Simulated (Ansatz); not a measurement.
# BF2HO + NH3: a complex and its separated parts, part 2 of 2

Ansatz 0.2.0, Gaussian basis. Earlier steps stand in the parts before.

## (13) CAM-B3LYP-D4/def2-TZVPP

The inputs:

parta/in.yaml

```yaml
crystal:
  periodic: [false, false, false]
  atoms:
    - {symbol: B, position_ang: [-0.890992, 0.103712, -0.353737]}
    - {symbol: F, position_ang: [-0.496240, -0.639608, -1.366760]}
    - {symbol: F, position_ang: [-0.726333, 1.418339, -0.436400]}
    - {symbol: O, position_ang: [-1.443286, -0.484223, 0.723025]}
    - {symbol: H, position_ang: [-1.699114, 0.137095, 1.408766]}
basis:
  gaussian: {orbitals: def2-TZVPP}
hamiltonian: {xc: {name: CAM-B3LYP}, dispersion: d4}
```

partb/in.yaml

```yaml
crystal:
  periodic: [false, false, false]
  atoms:
    - {symbol: N, position_ang: [1.037830, -0.092826, -0.031750]}
    - {symbol: H, position_ang: [1.247636, -1.059015, 0.186827]}
    - {symbol: H, position_ang: [1.399862, 0.469261, 0.728713]}
    - {symbol: H, position_ang: [1.570738, 0.147266, -0.858585]}
basis:
  gaussian: {orbitals: def2-TZVPP}
hamiltonian: {xc: {name: CAM-B3LYP}, dispersion: d4}
```

One command serves all of them, each in its own folder.

On the command line:

```bash
ansatz run in.yaml --threads 4 --pin off --events-out ev --progress --plain --max-ram 9574MiB
```

Output in parta, cut to the lines that bear on the results:

```text
Functional definition: CAM-B3LYP
  name "CAM-B3LYP"
  cite "Yanai, Tew & Handy, Chem. Phys. Lett. 393, 51 (2004) doi:10.1016/j.cplett.2004.06.011"
  cite "Iikura, Tsuneda, Yanai & Hirao, J. Chem. Phys. 115, 3540 (2001) doi:10.1063/1.1383587"
  cite "Becke, Phys. Rev. A 38, 3098 (1988) doi:10.1103/PhysRevA.38.3098"
  cite "Lee, Yang & Parr, Phys. Rev. B 37, 785 (1988) doi:10.1103/PhysRevB.37.785"
[...]
  # Exact exchange under (alpha + beta erf(omega r))/r, Becke's under what is left of 1/r.
[...]
691 factors; their error is unknown
156 factors; integrals over basis functions are off by at most 1.3e-5 eV
[...]
mean field -8179.75818178 eV, -300.6005687414 hartree, gradient 5.6e-5 eV, S^2 0.000000; 0 other end points of the search recorded, 0 dependent functions left out
reference -8179.75827620 eV, -300.6005722109 hartree; 16, 16 occupied and 122, 122 virtual orbitals, 691 factors
Total energy: -8179.80146368 eV, -300.6021593216 hartree
```

partb printed, cut to the lines that bear on the results:

```text
[... 6 set-up lines as earlier in the session ...]
[...]
  # Exact exchange under (alpha + beta erf(omega r))/r, Becke's under what is left of 1/r.
[...]
332 factors; their error is unknown
102 factors; integrals over basis functions are off by at most 1.4e-5 eV
[...]
mean field -1539.00932138 eV, -56.5575493827 hartree, gradient 6.3e-5 eV, S^2 0.000000; 0 other end points of the search recorded, 0 dependent functions left out
reference -1539.00938947 eV, -56.5575518849 hartree; 5, 5 occupied and 68, 68 virtual orbitals, 332 factors
Total energy: -1539.01811431 eV, -56.5578725169 hartree
```

Times: 2.2 s (parta), 0.55 s (partb) on 4 threads of AMD EPYC, shared host.

## (14) wB97X-V/def2-TZVPP

Each input of step 13 (parta, partb) changes in the same lines:

```diff
-hamiltonian: {xc: {name: CAM-B3LYP}, dispersion: d4}
+hamiltonian: {xc: {name: wB97X-V}}
```

The same command starts each run, in its folder.

On the command line:

```bash
ansatz run in.yaml --threads 4 --pin off --events-out ev --progress --plain --max-ram 9574MiB
```

parta printed, cut to the lines that bear on the results:

```text
Functional definition: wB97X-V
  name "wB97X-V"
  cite "Mardirossian & Head-Gordon, Phys. Chem. Chem. Phys. 16, 9904 (2014) doi:10.1039/C3CP54374A"
[... 2 set-up lines as earlier in the session ...]
[...]
      + integral(e_c_pw_opposite_spin*poly(b97_u_opposite, cos0, cos1)) + vv10(b, c)
691 factors; their error is unknown
148 factors; integrals over basis functions are off by at most 1.0e-5 eV
[...]
mean field -8179.10234756 eV, -300.5764672781 hartree, gradient 2.7e-5 eV, S^2 0.000000; 0 other end points of the search recorded, 0 dependent functions left out
reference -8179.10234592 eV, -300.5764672180 hartree; 16, 16 occupied and 122, 122 virtual orbitals, 691 factors
Total energy: -8179.10234592 eV, -300.5764672180 hartree
```

Log of partb, cut to the lines that bear on the results:

```text
[... 5 set-up lines as earlier in the session ...]
[...]
      + integral(e_c_pw_opposite_spin*poly(b97_u_opposite, cos0, cos1)) + vv10(b, c)
332 factors; their error is unknown
93 factors; integrals over basis functions are off by at most 7.9e-6 eV
[...]
mean field -1539.14323539 eV, -56.5624706317 hartree, gradient 1.3e-5 eV, S^2 0.000000; 0 other end points of the search recorded, 0 dependent functions left out
reference -1539.14323429 eV, -56.5624705913 hartree; 5, 5 occupied and 68, 68 virtual orbitals, 332 factors
Total energy: -1539.14323429 eV, -56.5624705913 hartree
```

They took 4 s (parta), 0.86 s (partb) on 4 threads of AMD EPYC, shared host.

## (15) wB97M-V/def2-TZVPP

Each input of step 14 (parta, partb) changes in the same lines:

```diff
-hamiltonian: {xc: {name: wB97X-V}}
+hamiltonian: {xc: {name: wB97M-V}}
```

One command serves all of them, each in its own folder.

On the command line:

```bash
ansatz run in.yaml --threads 4 --pin off --events-out ev --progress --plain --max-ram 9574MiB
```

parta printed, cut to the lines that bear on the results:

```text
Functional definition: wB97M-V
  name "wB97M-V"
  cite "Mardirossian & Head-Gordon, J. Chem. Phys. 144, 214110 (2016) doi:10.1063/1.4952647"
[... 2 set-up lines as earlier in the session ...]
  # Of w^i u^j: cxij and so on, Table III.
[...]
  gx(w, u) = 1 - cx + cx01*u + cx10*w
[...]
      + integral(e_c_pw_mod_opposite_spin*gos(b97_w_opposite, b97_u_opposite)) + vv10(b, c)
691 factors; their error is unknown
148 factors; integrals over basis functions are off by at most 1.0e-5 eV
[...]
mean field -8179.83397336 eV, -300.6033540303 hartree, gradient 2.5e-5 eV, S^2 0.000000; 0 other end points of the search recorded, 0 dependent functions left out
reference -8179.83401406 eV, -300.6033555261 hartree; 16, 16 occupied and 122, 122 virtual orbitals, 691 factors
Total energy: -8179.83401406 eV, -300.6033555261 hartree
```

Log of partb, cut to the lines that bear on the results:

```text
[... 5 set-up lines as earlier in the session ...]
  # Of w^i u^j: cxij and so on, Table III.
[...]
  gx(w, u) = 1 - cx + cx01*u + cx10*w
[...]
      + integral(e_c_pw_mod_opposite_spin*gos(b97_w_opposite, b97_u_opposite)) + vv10(b, c)
332 factors; their error is unknown
93 factors; integrals over basis functions are off by at most 7.9e-6 eV
[...]
mean field -1538.84210899 eV, -56.5514044406 hartree, gradient 5.4e-5 eV, S^2 0.000000; 0 other end points of the search recorded, 0 dependent functions left out
reference -1538.84213586 eV, -56.5514054282 hartree; 5, 5 occupied and 68, 68 virtual orbitals, 332 factors
Total energy: -1538.84213586 eV, -56.5514054282 hartree
```

They took 4.2 s (parta), 0.96 s (partb) on 4 threads of AMD EPYC, shared host.

## (16) B2PLYP/def2-TZVPP

The same edit goes into each in.yaml of step 15 (parta, partb):

```diff
-hamiltonian: {xc: {name: wB97M-V}}
+hamiltonian: {xc: {name: B2PLYP}}
```

Each run has its own folder and the same command.

On the command line:

```bash
ansatz run in.yaml --threads 4 --pin off --events-out ev --progress --plain --max-ram 9574MiB
```

Output in parta, cut to the lines that bear on the results:

```text
Functional definition: B2PLYP
  name "B2PLYP"
  cite "Grimme, J. Chem. Phys. 124, 034108 (2006) doi:10.1063/1.2148954"
[... 2 set-up lines as earlier in the session ...]
[...]
902 factors; integrals over basis functions are off by at most 1.4e-3 eV
[...]
mean field -8170.02898833 eV, -300.2430274767 hartree, gradient 4.7e-6 eV, S^2 0.000000; 0 other end points of the search recorded, 0 dependent functions left out
4 core orbitals not correlated: weight in the atoms' cores, before any rotation towards them, 1.000 or more for the frozen orbitals, at most 0.000 for the correlated occupied ones
reference -8170.02910536 eV, -300.2430317774 hartree; 12, 12 occupied and 122, 122 virtual orbitals, 902 factors
second order -26.62471026 eV of doubles, -0.00000000 eV of singles
Total energy: -8177.21777713 eV, -300.5072105922 hartree
```

Log of partb, cut to the lines that bear on the results:

```text
[... 5 set-up lines as earlier in the session ...]
[...]
416 factors; integrals over basis functions are off by at most 9.5e-4 eV
[...]
mean field -1536.38012209 eV, -56.4609280910 hartree, gradient 8.3e-6 eV, S^2 0.000000; 0 other end points of the search recorded, 0 dependent functions left out
1 core orbitals not correlated: weight in the atoms' cores, before any rotation towards them, 1.000 or more for the frozen orbitals, at most 0.000 for the correlated occupied ones
reference -1536.38021232 eV, -56.4609314067 hartree; 4, 4 occupied and 68, 68 virtual orbitals, 416 factors
second order -7.62103279 eV of doubles, -0.00000000 eV of singles
Total energy: -1538.43789117 eV, -56.5365497098 hartree
```

Wall times: 2.9 s (parta), 0.61 s (partb) on 4 threads of AMD EPYC, shared host.

## (17) PBE-QIDH/def2-TZVPP

The same edit goes into each in.yaml of step 16 (parta, partb):

```diff
-hamiltonian: {xc: {name: B2PLYP}}
+hamiltonian: {xc: {name: PBE-QIDH}}
```

The same command starts each run, in its folder.

On the command line:

```bash
ansatz run in.yaml --threads 4 --pin off --events-out ev --progress --plain --max-ram 9574MiB
```

parta printed, cut to the lines that bear on the results:

```text
Functional definition: PBE-QIDH
  name "PBE-QIDH"
  cite "Brémond, Sancho-García, Pérez-Jiménez & Adamo, J. Chem. Phys. 141, 031101 (2014) doi:10.1063/1.4890314"
[... 1 set-up line as earlier in the session ...]
[...]
902 factors; integrals over basis functions are off by at most 1.4e-3 eV
[...]
mean field -8164.37823265 eV, -300.0353660354 hartree, gradient 1.6e-6 eV, S^2 0.000000; 0 other end points of the search recorded, 0 dependent functions left out
4 core orbitals not correlated: weight in the atoms' cores, before any rotation towards them, 1.000 or more for the frozen orbitals, at most 0.000 for the correlated occupied ones
reference -8164.37824141 eV, -300.0353663573 hartree; 12, 12 occupied and 122, 122 virtual orbitals, 902 factors
second order -24.89875696 eV of doubles, -0.00000000 eV of singles
Total energy: -8172.67782706 eV, -300.3403705045 hartree
```

partb printed, cut to the lines that bear on the results:

```text
[... 4 set-up lines as earlier in the session ...]
[...]
416 factors; integrals over basis functions are off by at most 9.5e-4 eV
[...]
mean field -1535.33271032 eV, -56.4224364182 hartree, gradient 2.1e-6 eV, S^2 0.000000; 0 other end points of the search recorded, 0 dependent functions left out
1 core orbitals not correlated: weight in the atoms' cores, before any rotation towards them, 1.000 or more for the frozen orbitals, at most 0.000 for the correlated occupied ones
reference -1535.33271708 eV, -56.4224366669 hartree; 4, 4 occupied and 68, 68 virtual orbitals, 416 factors
second order -7.10229930 eV of doubles, -0.00000000 eV of singles
Total energy: -1537.70015018 eV, -56.5094382286 hartree
```

Times: 2.7 s (parta), 0.71 s (partb) on 4 threads of AMD EPYC, shared host.

## (18) RPA on PBE/def2-TZVPP

The same edit goes into each in.yaml of step 17 (parta, partb):

```diff
-hamiltonian: {xc: {name: PBE-QIDH}}
+hamiltonian: {xc: pbe}
+correlation: {method: rpa}
```

One command serves all of them, each in its own folder.

On the command line:

```bash
ansatz run in.yaml --threads 4 --pin off --events-out ev --progress --plain --max-ram 9574MiB
```

Log of parta, cut to the lines that bear on the results:

```text
[... 4 set-up lines as earlier in the session ...]
[...]
902 factors; integrals over basis functions are off by at most 1.4e-3 eV
[...]
mean field -8173.43065876 eV, -300.3680365592 hartree, gradient 1.8e-6 eV, S^2 0.000000; 0 other end points of the search recorded, 0 dependent functions left out
4 core orbitals not correlated: weight in the atoms' cores, before any rotation towards them, 1.000 or more for the frozen orbitals, at most 0.000 for the correlated occupied ones
reference -8144.10152113 eV, -299.2902106314 hartree; 12, 12 occupied and 122, 122 virtual orbitals, 902 factors
Total energy: -8177.77923806 eV, -300.5278439010 hartree
```

Output in partb, cut to the lines that bear on the results:

```text
[... 4 set-up lines as earlier in the session ...]
[...]
416 factors; integrals over basis functions are off by at most 9.5e-4 eV
[...]
mean field -1537.73151444 eV, -56.5105908439 hartree, gradient 7.2e-6 eV, S^2 0.000000; 0 other end points of the search recorded, 0 dependent functions left out
1 core orbitals not correlated: weight in the atoms' cores, before any rotation towards them, 1.000 or more for the frozen orbitals, at most 0.000 for the correlated occupied ones
reference -1529.64066924 eV, -56.2132577669 hartree; 4, 4 occupied and 68, 68 virtual orbitals, 416 factors
Total energy: -1540.11754016 eV, -56.5982756715 hartree
```

Times: 2.6 s (parta), 0.71 s (partb) on 4 threads of AMD EPYC, shared host.

## (19) CCSD(T)/def2-TZVPP

The same edit goes into each in.yaml of step 18 (parta, partb):

```diff
-hamiltonian: {xc: pbe}
-correlation: {method: rpa}
+correlation: {method: ccsd_t}
```

The same command starts each run, in its folder.

On the command line:

```bash
ansatz run in.yaml --threads 4 --pin off --events-out ev --progress --plain --max-ram 9574MiB
```

Log of parta, cut to the lines that bear on the results:

```text
Functional definition: HF
  name "HF"
  cite "Fock, Z. Phys. 61, 126 (1930) doi:10.1007/BF01340294"
[... 1 set-up line as earlier in the session ...]
[...]
902 factors; integrals over basis functions are off by at most 1.4e-3 eV
[...]
mean field -8145.33125730 eV, -299.3354026018 hartree, gradient 2.8e-6 eV, S^2 0.000000; 0 other end points of the search recorded, 0 dependent functions left out
4 core orbitals not correlated: weight in the atoms' cores, before any rotation towards them, 1.000 or more for the frozen orbitals, at most 0.000 for the correlated occupied ones
reference -8145.33125730 eV, -299.3354026018 hartree; 12, 12 occupied and 122, 122 virtual orbitals, 902 factors
second order -22.48470993 eV of doubles, -0.00000000 eV of singles
cycle   1  -22.12809723 eV  change    3.6e-1 eV  update   8.8e-2
[...]
cycle   9  -22.61149734 eV  change    2.0e-6 eV  update   9.1e-6
perturbative correction -0.68623520 eV, -0.0252186786 hartree
Total energy: -8168.62898984 eV, -300.1915784812 hartree
```

Log of partb, cut to the lines that bear on the results:

```text
[... 4 set-up lines as earlier in the session ...]
[...]
416 factors; integrals over basis functions are off by at most 9.5e-4 eV
[...]
mean field -1529.85250554 eV, -56.2210426073 hartree, gradient 4.0e-6 eV, S^2 0.000000; 0 other end points of the search recorded, 0 dependent functions left out
1 core orbitals not correlated: weight in the atoms' cores, before any rotation towards them, 1.000 or more for the frozen orbitals, at most 0.000 for the correlated occupied ones
reference -1529.85250554 eV, -56.2210426073 hartree; 4, 4 occupied and 68, 68 virtual orbitals, 416 factors
second order -6.38828357 eV of doubles, -0.00000000 eV of singles
cycle   1  -6.57733862 eV  change   -1.9e-1 eV  update   3.9e-2
[...]
cycle   9  -6.72923114 eV  change    3.2e-6 eV  update   2.3e-6
perturbative correction -0.20701959 eV, -0.0076078295 hartree
Total energy: -1536.78875627 eV, -56.4759451201 hartree
```

They took 18 s (parta), 0.96 s (partb) on 4 threads of AMD EPYC, shared host; peak memory 0.88 GiB.

## (20) Vibrations of BF2HO

vib-parta/in.yaml

```yaml
crystal:
  periodic: [false, false, false]
  atoms:
    - {symbol: B, position_ang: [-0.890992, 0.103712, -0.353737]}
    - {symbol: F, position_ang: [-0.496240, -0.639608, -1.366760]}
    - {symbol: F, position_ang: [-0.726333, 1.418339, -0.436400]}
    - {symbol: O, position_ang: [-1.443286, -0.484223, 0.723025]}
    - {symbol: H, position_ang: [-1.699114, 0.137095, 1.408766]}
basis:
  gaussian: {orbitals: def2-TZVP}
hamiltonian: {xc: pbe0, dispersion: d4}
phonons: {temperatures: {t_min: 298.15, t_max: 900, t_step: 200}}
```

On the command line:

```bash
ansatz run in.yaml --threads 4 --pin off --events-out ev --progress --plain --max-ram 9574MiB
```

Output, cut to the lines that bear on the results:

```text
[... 5 set-up lines as earlier in the session ...]
[...]
676 factors; their error is unknown
[...]
mean field -8173.53135034 eV, -300.3717369066 hartree, gradient 4.4e-5 eV, S^2 0.000000; 0 other end points of the search recorded, 0 dependent functions left out
[...]
Atom 2 at    -0.726333     1.418339    -0.436400 Å, force    -0.000044    -0.000045     0.000067 eV/Å
Atom 3 at    -1.443286    -0.484223     0.723025 Å, force    -0.000087    -0.000040     0.000181 eV/Å
Atom 4 at    -1.699114     0.137095     1.408766 Å, force     0.000001    -0.000016    -0.000028 eV/Å
Dipole moment:    -0.146012     0.169770     0.352704 e Å
Vibrations: 443.00 477.85 541.62 686.96 893.28 1004.60 1450.61 1509.40 3902.44 cm⁻¹, zero-point energy 0.676320 eV
```

Run time: 36 s. Hardware: 4 threads of AMD EPYC, shared host.

The modes, with what each moves most:

| mode | wavenumber (cm⁻¹) | character |
| --- | --- | --- |
| 1 | 443 | bend |
| 2 | 478 | bend |
| 3 | 542 | torsion |
| 4 | 687 | out-of-plane bend with wag or twist |
| 5 | 893 | B–F and B–O stretch |
| 6 | 1005 | bend |
| 7 | 1451 | B–F stretch |
| 8 | 1509 | B–O and B–F stretch |
| 9 | 3902 | O–H stretch |

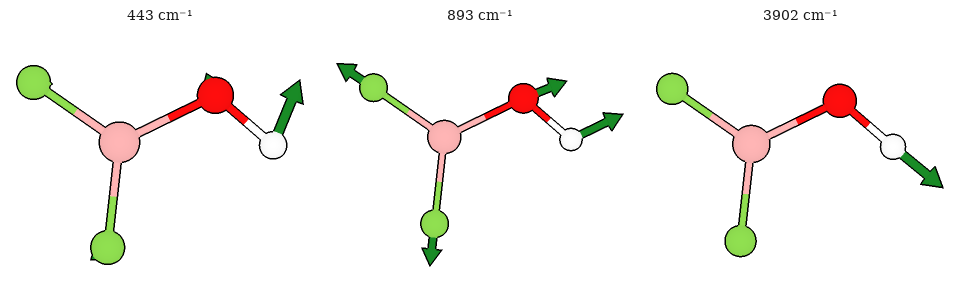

How the atoms move in 3 of the modes.

Vibrational sums (real modes only):

| T (K) | entropy (J/mol/K) | heat capacity (J/mol/K) |
| --- | --- | --- |
| 298 | 11.2 | 24.0 |
| 498 | 27.9 | 40.8 |
| 698 | 43.3 | 50.4 |
| 898 | 56.8 | 56.2 |

## (21) Vibrations of NH3

vib-partb/in.yaml

```yaml
crystal:
  periodic: [false, false, false]
  atoms:
    - {symbol: N, position_ang: [1.037830, -0.092826, -0.031750]}
    - {symbol: H, position_ang: [1.247636, -1.059015, 0.186827]}
    - {symbol: H, position_ang: [1.399862, 0.469261, 0.728713]}
    - {symbol: H, position_ang: [1.570738, 0.147266, -0.858585]}
basis:
  gaussian: {orbitals: def2-TZVP}
hamiltonian: {xc: pbe0, dispersion: d4}
phonons: {temperatures: {t_min: 298.15, t_max: 900, t_step: 200}}
```

On the command line:

```bash
ansatz run in.yaml --threads 4 --pin off --events-out ev --progress --plain --max-ram 9574MiB
```

Output, cut to the lines that bear on the results:

```text
[... 5 set-up lines as earlier in the session ...]
[...]
287 factors; their error is unknown
[...]
mean field -1537.79931151 eV, -56.5130823400 hartree, gradient 1.4e-5 eV, S^2 0.000000; 0 other end points of the search recorded, 0 dependent functions left out
[...]
Atom 1 at     1.247636    -1.059015     0.186827 Å, force     0.000039     0.000487    -0.000056 eV/Å
Atom 2 at     1.399862     0.469261     0.728713 Å, force    -0.000044    -0.000343    -0.000351 eV/Å
Atom 3 at     1.570738     0.147266    -0.858585 Å, force     0.000127    -0.000019     0.000017 eV/Å
Dipole moment:     0.345582    -0.051304     0.047610 e Å
Vibrations: 1030.91 1669.56 1669.57 3502.26 3631.33 3631.41 cm⁻¹, zero-point energy 0.938253 eV
```

Run time: 3.3 s. Hardware: 4 threads of AMD EPYC, shared host.

Wavenumbers and character of the modes:

| mode | wavenumber (cm⁻¹) | character |
| --- | --- | --- |
| 1 | 1031 | bend |
| 2 | 1670 | bend |
| 3 | 1670 | bend |
| 4 | 3502 | N–H stretch |
| 5 | 3631 | N–H stretch |
| 6 | 3631 | N–H stretch |

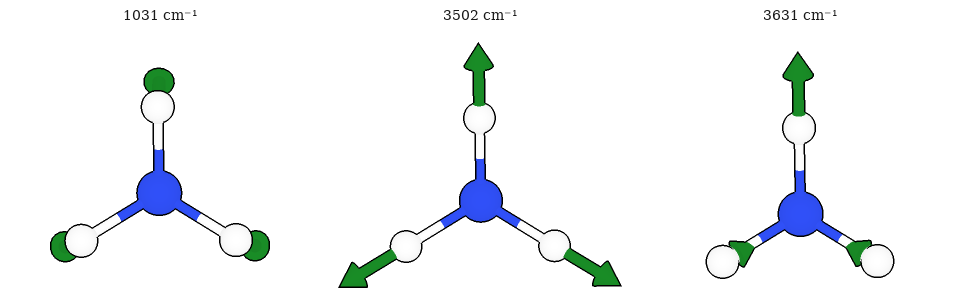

Displacements of 3 modes, as arrows.

Vibrational sums (real modes only):

| T (K) | entropy (J/mol/K) | heat capacity (J/mol/K) |
| --- | --- | --- |
| 298 | 0.4 | 1.8 |
| 498 | 2.6 | 7.4 |
| 698 | 6.0 | 13.4 |
| 898 | 10.0 | 18.8 |

## (22) Complex less separated parts

The complex's own energies come from single points at the same levels.

Rows are in def2-TZVPP; times add the 3 runs of a level on a shared host, so small differences are noise.

Differences are taken before rounding.

| method | rung | complex less parts (eV) | from CCSD(T) (eV) | time |
| --- | --- | --- | --- | --- |
| SPW92 | LDA | -0.991 | -0.356 | 3.1 s |
| PBE-D4 | GGA | -0.620 | +0.015 | 4.3 s |
| BLYP-D4 | GGA | -0.472 | +0.163 | 4.5 s |
| r2SCAN-D4 | meta-GGA | -0.661 | -0.026 | 7.3 s |
| B97M-V | meta-GGA | -0.551 | +0.083 | 12 s |
| PBE0-D4 | hybrid | -0.675 | -0.040 | 5.9 s |
| B3LYP-D4 | hybrid | -0.545 | +0.090 | 5.6 s |
| r2SCAN0-D4 | hybrid | -0.700 | -0.065 | 8.2 s |
| BHLYP-D4 | hybrid | -0.612 | +0.023 | 5.4 s |
| CAM-B3LYP-D4 | range-separated hybrid | -0.638 | -0.003 | 6.8 s |
| wB97X-V | range-separated hybrid | -0.665 | -0.030 | 12 s |
| wB97M-V | range-separated hybrid | -0.645 | -0.010 | 13 s |
| B2PLYP | double hybrid | -0.533 | +0.102 | 10 s |
| PBE-QIDH | double hybrid | -0.692 | -0.057 | 10 s |
| RPA on PBE | RPA | -0.586 | +0.049 | 9.4 s |
| Hartree-Fock | wavefunction | -0.334 | +0.300 |  |
| MP2 | wavefunction | -0.651 | -0.016 |  |
| CCSD | wavefunction | -0.603 | +0.031 |  |
| CCSD(T) | wavefunction | -0.635 | 0 | 2.5 min |

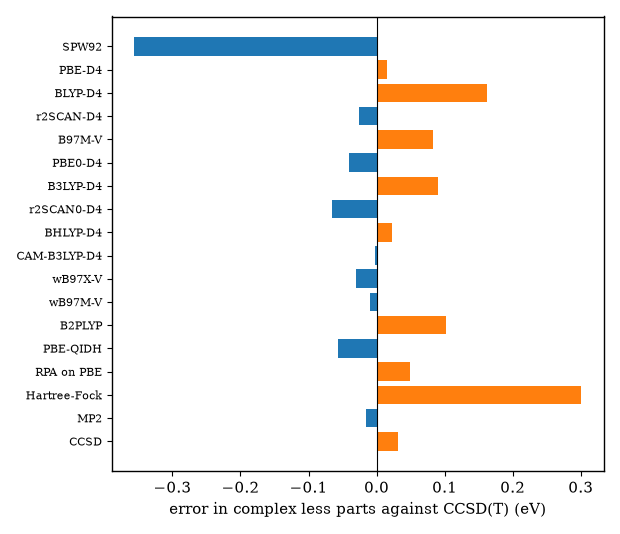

How far each level lands from CCSD(T).

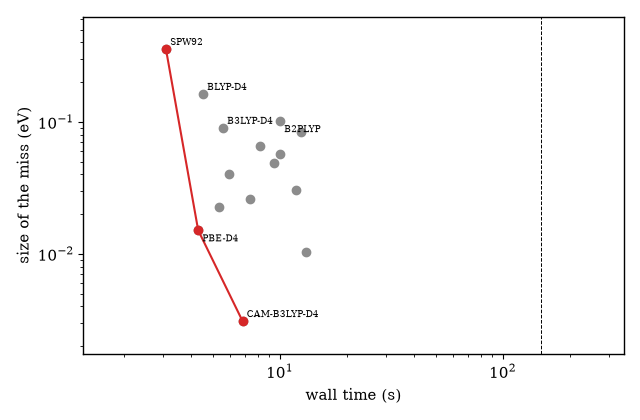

Miss against cost. Red marks the levels that no quicker level drawn beats (of those quicker than the yardstick), and the dashed line is the time of CCSD(T). Only those levels and the largest misses are named. Times are from a shared host.

For cost: CAM-B3LYP-D4 gets within 0.003 eV in 6.8 s, where CCSD(T) took 2.5 min; the quickest level in the cost chart, SPW92, takes 3.1 s and misses by 0.356 eV.

The complex's zero-point energy, from a separate PBE0-D4 run, is 1.740 eV.

## (23) Outcome

The summary covers parts 1 to 2.

| quantity | value |
| --- | --- |
| complex less parts, CCSD(T)/def2-TZVPP | -0.635 eV |
| with zero-point energy | -0.510 eV |
| largest T1 diagnostic | 0.012 |

**Reading.** At CCSD(T) the complex lies 0.635 eV below its parts. Among the functionals CAM-B3LYP-D4 lands nearest to CCSD(T) (-0.003 eV) and SPW92 farthest (-0.356 eV). Mean unsigned error by rung: LDA 0.356, GGA 0.089, meta-GGA 0.055, hybrid 0.055, range-separated hybrid 0.015, double hybrid 0.079 eV. The double hybrids carry no dispersion term here, unlike the levels marked D4 or V. PBE-D4 gives a relative energy 0.015 eV too high, inside chemical accuracy (1 kcal/mol, 0.043 eV). No counterpoise was applied, and triple zeta lacks some correlation, so the CCSD(T) reference has a basis error of its own, and close matches with it are partly luck.
